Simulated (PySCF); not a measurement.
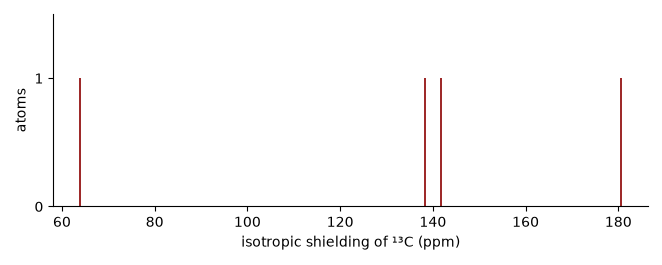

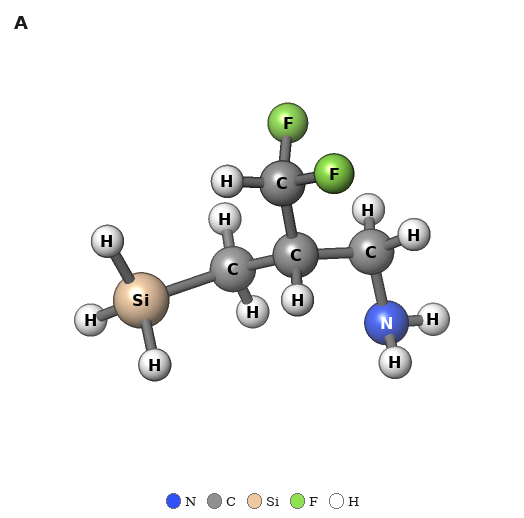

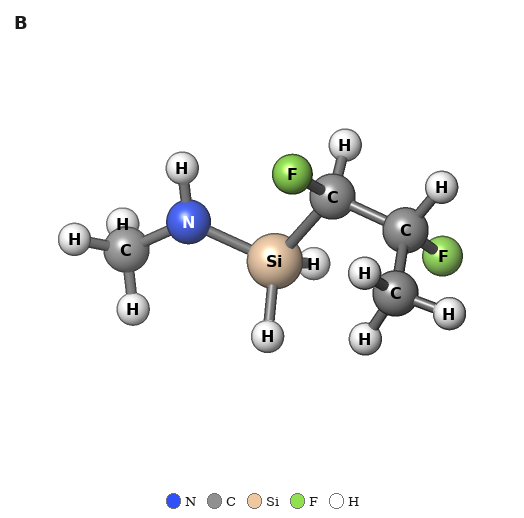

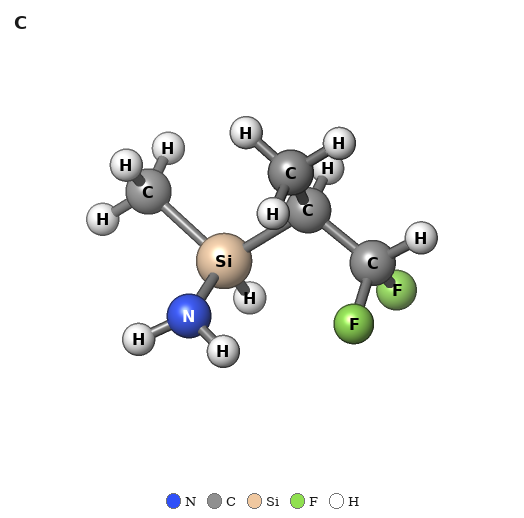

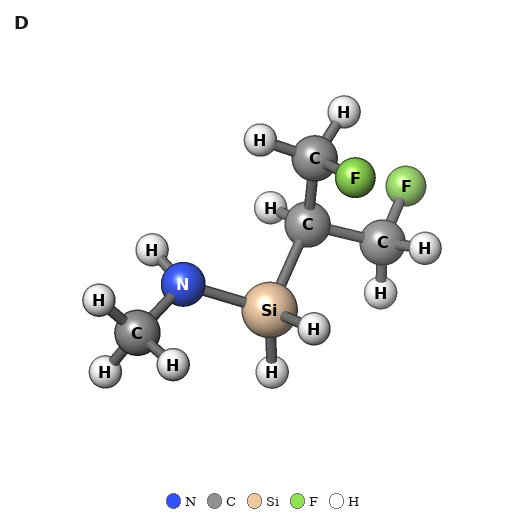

The sticks are computed shieldings of one of the molecules, for one fixed geometry (GFN2-xTB) without averaging over rotations. Low shielding means a high chemical shift. Method: GIAO PBE0/pcSseg-1 NMR shielding, non-relativistic, gas phase (PySCF 2.14.0).

Match the spectrum to a structure.

Answer. A, `NC[C@H](C[SiH3])C(F)F`. Its 4 C atoms give lines at 63.9, 138.3, 141.7, 180.6 ppm.

The geometry is semi-empirical. Around Si such bond lengths and angles can be off by a tenth of an ångström or more and by several degrees, and values that hang on the shape move with them.
